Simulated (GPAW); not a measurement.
## Screening of a field by Ti2COS MXene monolayer

How does Ti2COS MXene monolayer screen a perpendicular field?

Calculated with GPAW 26.7.0; GPAW, PAW setups; layer in a repeated cell with vacuum, relaxation of atoms and in-plane cell, in the first sound run; inputs show where later runs differ.

**1. The starting structure**

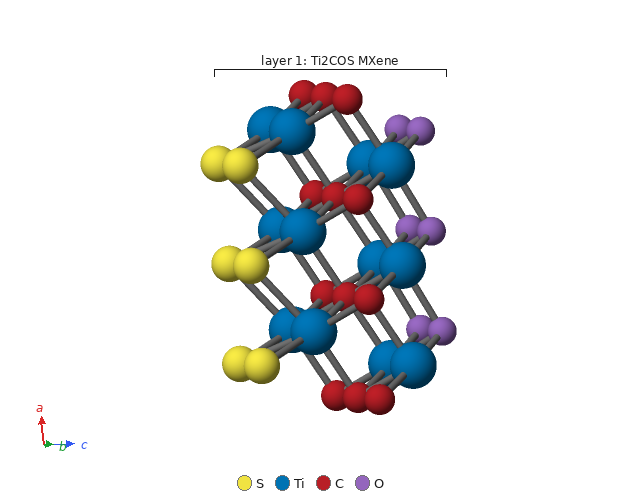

Start, viewed from the side, with the c axis across the page; sulfur yellow, titanium blue, carbon red, oxygen purple. 3×2×1 cells are drawn. Some periodic images of atoms are drawn too.

The cell holds 5 atoms: 1 S, 2 Ti, 1 C and 1 O. Cell: a = 3.100 Å, b = 3.100 Å, c = 19.276 Å, α = 90.0°, β = 90.0°, γ = 120.0°. Vacuum lies along c.

**2. Relaxation**

The atoms are relaxed first, since the surface dipole, and with it the work function, follows the positions of the outer layers.

File run.py:

```python
import json
import numpy as np
from ase import Atoms
from ase.filters import FrechetCellFilter
from ase.optimize import BFGS
from gpaw import GPAW, PW

slab = Atoms(
    ['S', 'Ti', 'C', 'Ti', 'O'],
    positions=[
        [-0.00000, 1.78992, 7.00000],
        [1.55012, 0.89496, 8.73097],
        [0.00000, 0.00000, 9.95425],
        [-0.00000, 1.78992, 11.17752],
        [1.55012, 0.89496, 12.27578]],
    cell=[[3.10024, 0.0, 0.0], [-1.55012, 2.68489, 0.0], [0.0, 0.0, 19.2758]],
    pbc=[True, True, True])

slab.calc = GPAW(mode=PW(600), xc='PBE', kpts={'size': (12, 12, 1), 'gamma': True},
                 occupations={'name': 'fermi-dirac', 'width': 0.05}, nbands='160%',
                 convergence={'density': 1e-05}, maxiter=200,
                 symmetry={'tolerance': 1e-3}, txt='slab.txt')
result = {}
# The in-plane cell is free; stress needs a cell that repeats along all three vectors
path = []
opt = BFGS(FrechetCellFilter(slab, mask=[1, 1, 0, 0, 0, 1]), maxstep=0.2)
opt.attach(lambda: path.append((slab.get_potential_energy(), slab.positions.tolist(), slab.get_forces().tolist())))
result['relaxed'] = bool(opt.run(fmax=0.02, steps=45))
result['path'] = path
result['cell'] = slab.cell.tolist()
print('in-plane lattice', slab.cell.cellpar().round(4)[[0, 1, 5]])
energy = slab.get_potential_energy()
fermi = slab.calc.get_fermi_level()
v = slab.calc.get_electrostatic_potential().mean((0, 1)) - fermi
n = slab.calc.get_pseudo_density().mean((0, 1))
L = slab.cell[2, 2]
z = np.arange(len(v)) * L / len(v)
low, high = slab.positions[:, 2].min(), slab.positions[:, 2].max()
below, above = np.interp([low - 4.8, high + 4.8], z, v)
slopes = [np.interp(x, z, np.gradient(v, z)) for x in (low - 4.8, high + 4.8)]
eps = np.array([[slab.calc.get_eigenvalues(k, s) for k in range(len(slab.calc.get_ibz_k_points()))]
                for s in range(slab.calc.get_number_of_spins())]) - fermi
top, bottom = eps[eps < 0].max(), eps[eps > 0].min()
dipole = slab.get_dipole_moment()[2]
print(f'energy {energy:.4f} eV, Fermi level {fermi:.4f} eV, dipole {dipole:.5f} e A')
print(f'potential 4.8 A off the faces, from the Fermi level: lower {below:.4f} eV, upper {above:.4f} eV')
print(f'slope of the potential there: lower {slopes[0]:.5f}, upper {slopes[1]:.5f} eV/A')
print(f'nearest levels on the mesh: {top:.4f} and {bottom:.4f} eV')
print('magnetic moment', round(slab.get_magnetic_moment(), 3))
result.update(energy=energy, fermi=fermi, dipole=dipole, below=below, above=above, slopes=slopes, edges=[top, bottom],
              z=z.tolist(), v=v.tolist(), n=n.tolist(), positions=slab.positions.tolist(),
              forces=slab.get_forces(apply_constraint=False).tolist(), moments=slab.get_magnetic_moments().tolist())
json.dump(result, open('result.json', 'w'))
```

Launch:

```console
> OMP_NUM_THREADS=1 OPENBLAS_NUM_THREADS=1 python run.py
```

The program printed:

```text
Step          Energy          fmax
BFGS:    0      -38.916601        3.435388
BFGS:    1      -39.170904        1.777795
BFGS:    2      -39.300043        0.532107
BFGS:    3      -39.306765        0.400683
BFGS:    4      -39.324069        0.240967
BFGS:    5      -39.325909        0.180102
BFGS:    6      -39.329042        0.095641
BFGS:    7      -39.330109        0.083262
BFGS:    8      -39.333995        0.088589
BFGS:    9      -39.335729        0.050461
BFGS:   10      -39.336200        0.009753
in-plane lattice [  3.0938   3.0938 120.    ]
energy -39.3318 eV, Fermi level -0.3732 eV, dipole 0.02574 e A
potential 4.8 A off the faces, from the Fermi level: lower 5.8526 eV, upper 5.7160 eV
slope of the potential there: lower 0.02908, upper 0.02948 eV/A
nearest levels on the mesh: -0.0537 and 0.0396 eV
magnetic moment 0.0
```

Wall time 16 min (1 thread of Arm Neoverse V1, shared host); peak memory 0.4 GiB.

This run has no spin polarisation, although Ti can carry a moment.

This step gave:

* dipole along the normal: 0.02574 e·Å
* levels nearest the Fermi level on the mesh: -0.05370, 0.03956 eV from the Fermi level

The electrostatic potential energy of an electron (without an applied field's), less the Fermi level, planar mean oscillates, so the rows of the table below give means over windows of 1 Å about each position, cut where the curve ends. Its maxima inside the range that stand out by 2 % of the span (Å: eV): 7.9: -4.22, 9.5: -6.59, 10.4: -5.07, 11.8: -11.9. Its minima: 7.1: -19.5, 8.7: -17.5, 9.9: -11.2, 11.3: -18.3, 12.0: -13.0.

Table of electrostatic potential energy of an electron (without an applied field's), less the Fermi level, planar mean by z; means over each step:

```csv
z (Å),"electrostatic potential energy of an electron (without an applied field's), less the Fermi level, planar mean (eV)"
0,5.79
1,5.81
2,5.84
3,5.87
4,5.90
5,5.84
6,3.67
7,-12.7
8,-7.44
9,-12.7
10,-8.10
11,-13.2
12,-10.9
13,3.63
14,5.58
15,5.66
16,5.69
17,5.72
18,5.75
19,5.77
```

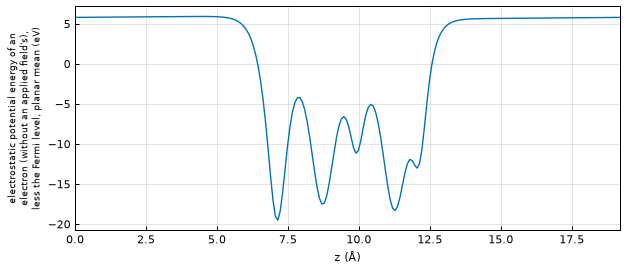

Electrostatic potential energy of an electron (without an applied field's), less the Fermi level, planar mean against z.

Pseudo valence density, planar mean against z:

```csv
z (Å),"pseudo valence density, planar mean (e/Å³)"
3,7.4e-6
4,1.5e-4
5,0.00352
6,0.0877
7,0.414
8,0.454
9,1.12
10,0.518
11,1.15
12,0.971
13,0.0920
14,0.00235
15,7.4e-5
```

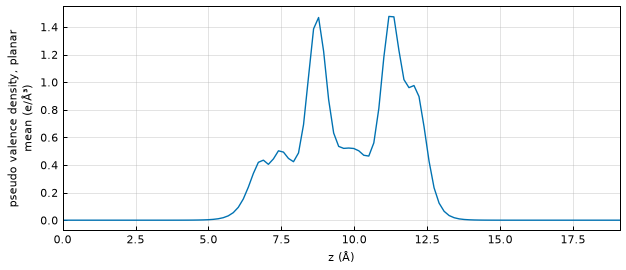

Pseudo valence density, planar mean, plotted against z.

The relaxation lowered the energy of the cell by 0.421 eV (energies extrapolated to zero smearing; the optimiser's log prints free energies). The largest force left on a free atom is 0.0098 eV/Å.

**3. Plane waves, PBE**

With the geometry fixed, the planar mean of the potential gives the vacuum level on each side.

This step: GPAW, PAW setups; slab in vacuum (GPAW 26.7.0).

The cell differs from the one that the last finished run ended in (c 19.276 → 19.012 Å).

run.py: that of step 2 with these lines changed.

```diff
@@ -3,4 +3,2 @@
 from ase import Atoms
-from ase.filters import FrechetCellFilter
-from ase.optimize import BFGS
 from gpaw import GPAW, PW
@@ -10,23 +8,16 @@
     positions=[
-        [-0.00000, 1.78992, 7.00000],
-        [1.55012, 0.89496, 8.73097],
-        [0.00000, 0.00000, 9.95425],
-        [-0.00000, 1.78992, 11.17752],
-        [1.55012, 0.89496, 12.27578]],
-    cell=[[3.10024, 0.0, 0.0], [-1.55012, 2.68489, 0.0], [0.0, 0.0, 19.2758]],
-    pbc=[True, True, True])
+        [0.00000, 1.78620, 7.00000],
+        [1.54690, 0.89310, 8.60676],
+        [0.00000, 0.00000, 9.80316],
+        [0.00000, 1.78620, 11.13060],
+        [1.54690, 0.89310, 12.01199]],
+    cell=[[3.09379, -0.0, 0.0], [-1.5469, 2.67931, 0.0], [0.0, 0.0, 19.012]],
+    pbc=[True, True, False])
 
-slab.calc = GPAW(mode=PW(600), xc='PBE', kpts={'size': (12, 12, 1), 'gamma': True},
+slab.calc = GPAW(mode=PW(500), xc='PBE', kpts={'size': (12, 12, 1), 'gamma': True},
                  occupations={'name': 'fermi-dirac', 'width': 0.05}, nbands='160%',
                  convergence={'density': 1e-05}, maxiter=200,
+                 poissonsolver={'dipolelayer': 'xy'},
                  symmetry={'tolerance': 1e-3}, txt='slab.txt')
 result = {}
-# The in-plane cell is free; stress needs a cell that repeats along all three vectors
-path = []
-opt = BFGS(FrechetCellFilter(slab, mask=[1, 1, 0, 0, 0, 1]), maxstep=0.2)
-opt.attach(lambda: path.append((slab.get_potential_energy(), slab.positions.tolist(), slab.get_forces().tolist())))
-result['relaxed'] = bool(opt.run(fmax=0.02, steps=45))
-result['path'] = path
-result['cell'] = slab.cell.tolist()
-print('in-plane lattice', slab.cell.cellpar().round(4)[[0, 1, 5]])
 energy = slab.get_potential_energy()
```

The program printed:

```text
energy -38.9427 eV, Fermi level -0.2911 eV, dipole 0.01719 e A
potential 4.8 A off the faces, from the Fermi level: lower 5.9667 eV, upper 5.5851 eV
slope of the potential there: lower -0.00091, upper 0.00048 eV/A
nearest levels on the mesh: -0.0539 and 0.0396 eV
magnetic moment 0.0
```

Wall time 72 s (1 thread); peak memory 0.23 GiB.

This step gave:

| Property | Result |
| --- | --- |
| dipole along the normal | 0.01719 e·Å |
| levels nearest the Fermi level on the mesh | -0.05394, 0.03963 eV from the Fermi level |
| upper work function | 5.585 eV |
| lower work function | 5.967 eV |

The electrostatic potential energy of an electron (without an applied field's), less the Fermi level, planar mean oscillates, so the rows of the table below give means over windows of 1 Å about each position, cut where the curve ends. Its maxima inside the range that stand out by 2 % of the span (Å: eV): 7.8: -4.20, 9.3: -6.63, 10.3: -5.13, 11.7: -11.9. Its minima: 7.0: -19.5, 8.7: -17.5, 9.8: -11.2, 11.1: -18.3, 11.9: -12.9.

Table of electrostatic potential energy of an electron (without an applied field's), less the Fermi level, planar mean by z; means over each step:

```csv
z (Å),"electrostatic potential energy of an electron (without an applied field's), less the Fermi level, planar mean (eV)"
0,5.89
1,5.97
2,5.97
3,5.97
4,5.96
5,5.83
6,2.68
7,-13.3
8,-8.34
9,-11.7
10,-7.97
11,-14.3
12,-9.24
13,4.29
14,5.55
15,5.58
16,5.58
17,5.59
18,5.58
```

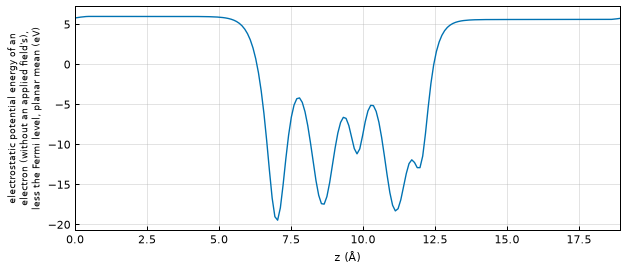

Electrostatic potential energy of an electron (without an applied field's), less the Fermi level, planar mean against z.

Table of pseudo valence density, planar mean by z:

```csv
z (Å),"pseudo valence density, planar mean (e/Å³)"
3,1.0e-5
4,2.2e-4
5,0.00528
6,0.127
7,0.416
8,0.518
9,0.898
10,0.505
11,1.37
12,0.950
13,0.0594
14,0.00160
15,5.3e-5
```

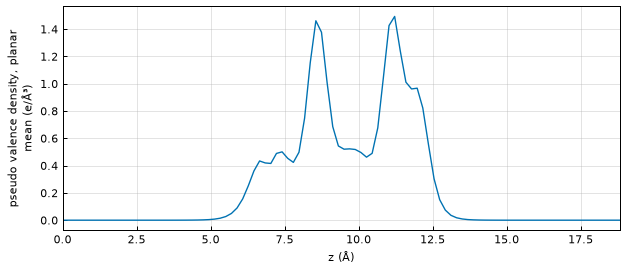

Pseudo valence density, planar mean against z.

The potential is flat to 9.1e-4 eV/Å where it is read, so the vacuum is wide enough.

**4. Field on**

A uniform field along the normal polarises the slab; the atoms stay fixed, so this is the electronic response alone.

run.py: that of step 3 with these lines changed.

```diff
@@ -4,2 +4,3 @@
 from gpaw import GPAW, PW
+from gpaw.external import ConstantElectricField
 
@@ -20,2 +21,3 @@
                  poissonsolver={'dipolelayer': 'xy'},
+                 external=ConstantElectricField(-0.2, [0, 0, 1]),
                  symmetry={'tolerance': 1e-3}, txt='slab.txt')
```

The program printed:

```text
energy -38.9452 eV, Fermi level -0.2645 eV, dipole -0.04230 e A
potential 4.8 A off the faces, from the Fermi level: lower 5.2713 eV, upper 6.1957 eV
slope of the potential there: lower -0.00091, upper 0.00049 eV/A
nearest levels on the mesh: -0.0574 and 0.0380 eV
magnetic moment 0.0
```

The job ended after 3.3 min (1 thread; peak memory 0.48 GiB).

This step gave:

| Item | Value |
| --- | --- |
| dipole along the normal | -0.04230 e·Å |
| levels nearest the Fermi level on the mesh | -0.05737, 0.03799 eV from the Fermi level |
| potential below the slab, the applied field's own ramp left out | 5.271 eV from the Fermi level |
| potential above the slab, the applied field's own ramp left out | 6.196 eV from the Fermi level |

The electrostatic potential energy of an electron (without an applied field's), less the Fermi level, planar mean oscillates, so the rows of the table below give means over windows of 2 Å about each position, cut where the curve ends. Its maxima inside the range that stand out by 2 % of the span (Å: eV): 7.8: -4.53, 9.3: -6.66, 10.3: -4.98, 11.7: -11.5. Its minima: 7.0: -19.9, 8.7: -17.6, 9.8: -11.1, 11.1: -18.0, 11.9: -12.5.

Table of electrostatic potential energy of an electron (without an applied field's), less the Fermi level, planar mean by z; means over each step:

```csv
z (Å),"electrostatic potential energy of an electron (without an applied field's), less the Fermi level, planar mean (eV)"
0,5.36
2,5.27
4,5.26
6,-1.04
8,-11.8
10,-8.79
12,-7.53
14,6.08
16,6.20
18,6.17
```

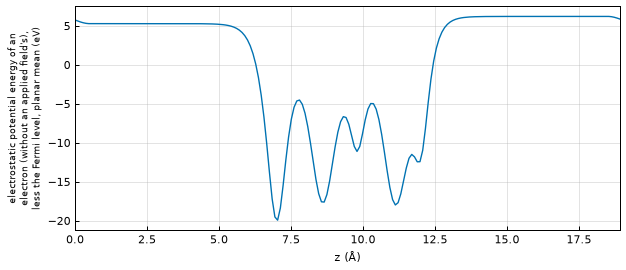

Electrostatic potential energy of an electron (without an applied field's), less the Fermi level, planar mean, plotted against z.

Force by atom:

```csv
atom,x (eV/Å),y (eV/Å),z (eV/Å),size
S1,0.000,0.000,0.007,0.007
Ti2,0.000,0.000,-0.029,0.029
C3,0.000,0.000,0.029,0.029
Ti4,0.000,0.000,-0.133,0.133
O5,0.002,-0.001,0.090,0.090
```

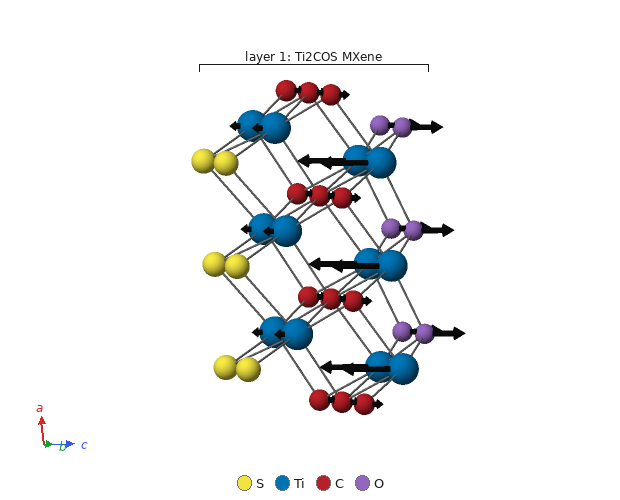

Force as arrows, the longest 0.133 eV/Å. 3×2×1 cells are drawn. Some periodic images of atoms are drawn too.

The dipole is now -0.0423 e Å, against 0.017 in the run without a field.

**5. Field on**

run.py: that of step 4 with these lines changed.

```diff
@@ -21,3 +21,3 @@
                  poissonsolver={'dipolelayer': 'xy'},
-                 external=ConstantElectricField(-0.2, [0, 0, 1]),
+                 external=ConstantElectricField(-0.1, [0, 0, 1]),
                  symmetry={'tolerance': 1e-3}, txt='slab.txt')
```

The program printed:

```text
energy -38.9425 eV, Fermi level -0.2776 eV, dipole -0.01239 e A
potential 4.8 A off the faces, from the Fermi level: lower 5.6186 eV, upper 5.8901 eV
slope of the potential there: lower -0.00091, upper 0.00049 eV/A
nearest levels on the mesh: -0.0556 and 0.0388 eV
magnetic moment 0.0
```

It took 3.2 min on 1 thread; peak memory 0.48 GiB.

Numbers from this step:

| Item | Value |
| --- | --- |
| dipole along the normal | -0.01239 e·Å |
| levels nearest the Fermi level on the mesh | -0.05561, 0.03881 eV from the Fermi level |
| potential below the slab, the applied field's own ramp left out | 5.619 eV from the Fermi level |
| potential above the slab, the applied field's own ramp left out | 5.890 eV from the Fermi level |

The electrostatic potential energy of an electron (without an applied field's), less the Fermi level, planar mean oscillates, so the rows of the table below give means over windows of 1 Å about each position, cut where the curve ends. Its maxima inside the range that stand out by 2 % of the span (Å: eV): 7.8: -4.37, 9.3: -6.65, 10.3: -5.06, 11.7: -11.7. Its minima: 7.0: -19.7, 8.7: -17.5, 9.8: -11.2, 11.1: -18.1, 11.9: -12.7.

The electrostatic potential energy of an electron (without an applied field's), less the Fermi level, planar mean by z; means over each step:

```csv
z (Å),"electrostatic potential energy of an electron (without an applied field's), less the Fermi level, planar mean (eV)"
0,5.67
1,5.62
2,5.62
3,5.62
4,5.61
5,5.49
6,2.36
7,-13.6
8,-8.48
9,-11.7
10,-7.92
11,-14.1
12,-9.00
13,4.58
14,5.85
15,5.89
16,5.89
17,5.89
18,5.89
```

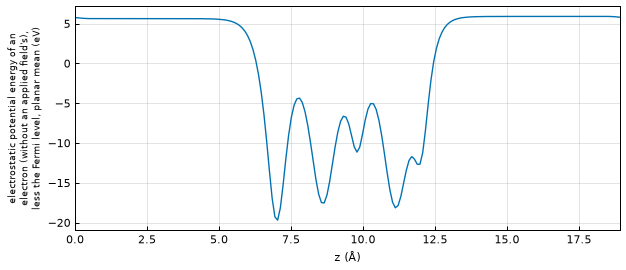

Electrostatic potential energy of an electron (without an applied field's), less the Fermi level, planar mean against z.

Force by atom:

```csv
atom,x (eV/Å),y (eV/Å),z (eV/Å),size
S1,0.0000,0.0000,0.0064,0.0064
Ti2,-0.0001,0.0000,-0.0200,0.0200
C3,0.0000,0.0000,0.0133,0.0133
Ti4,-0.0002,0.0002,-0.0904,0.0904
O5,0.0016,-0.0010,0.0551,0.0551
```

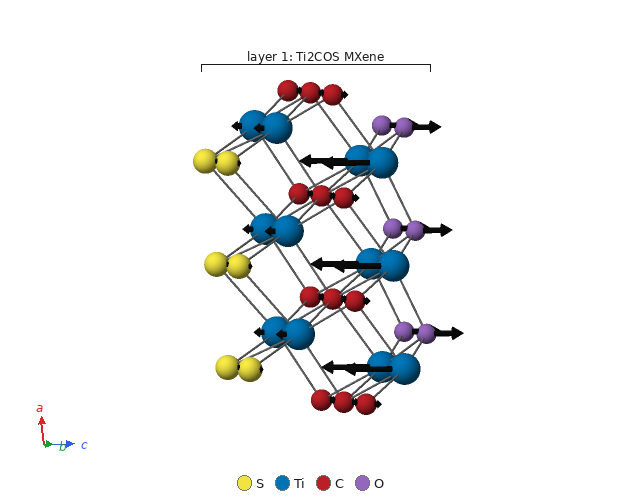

Force as arrows, the longest 0.0904 eV/Å. 3×2×1 cells are drawn. Some periodic images of atoms are drawn too.

The dipole is now -0.0124 e Å, against 0.017 in the run without a field.

**6. Field on**

run.py: that of step 5 with these lines changed.

```diff
@@ -21,3 +21,3 @@
                  poissonsolver={'dipolelayer': 'xy'},
-                 external=ConstantElectricField(-0.1, [0, 0, 1]),
+                 external=ConstantElectricField(-0.05, [0, 0, 1]),
                  symmetry={'tolerance': 1e-3}, txt='slab.txt')
```

The program printed:

```text
energy -38.9422 eV, Fermi level -0.2843 eV, dipole 0.00257 e A
potential 4.8 A off the faces, from the Fermi level: lower 5.7926 eV, upper 5.7375 eV
slope of the potential there: lower -0.00092, upper 0.00049 eV/A
nearest levels on the mesh: -0.0548 and 0.0392 eV
magnetic moment 0.0
```

It took 3.2 min on 1 thread; peak memory 0.48 GiB.

The electrostatic potential energy of an electron (without an applied field's), less the Fermi level, planar mean oscillates, so the rows of the table below give means over windows of 1 Å about each position, cut where the curve ends. Its maxima inside the range that stand out by 2 % of the span (Å: eV): 7.8: -4.29, 9.3: -6.64, 10.3: -5.10, 11.7: -11.8. Its minima: 7.0: -19.6, 8.7: -17.5, 9.8: -11.2, 11.1: -18.2, 11.9: -12.8.

Table of electrostatic potential energy of an electron (without an applied field's), less the Fermi level, planar mean by z; means over each step:

```csv
z (Å),"electrostatic potential energy of an electron (without an applied field's), less the Fermi level, planar mean (eV)"
0,5.78
1,5.79
2,5.79
3,5.79
4,5.79
5,5.66
6,2.52
7,-13.4
8,-8.41
9,-11.7
10,-7.95
11,-14.2
12,-9.12
13,4.43
14,5.70
15,5.74
16,5.74
17,5.74
18,5.74
```

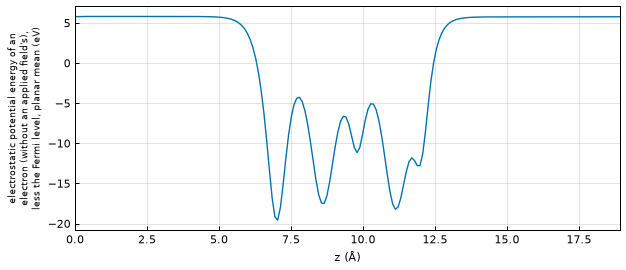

Electrostatic potential energy of an electron (without an applied field's), less the Fermi level, planar mean, plotted against z.

(Part 1 of 2 ends here.)

[Logs are printed without paths, hosts, clocks, repeated set-up lines and the standing remarks that a program may print on its own settings, such as how far it seeks lower states.]

[Hosts, paths, dates, database ids (printed as entryN), source tags and the programs' standing remarks are cut or masked in the printed files.]
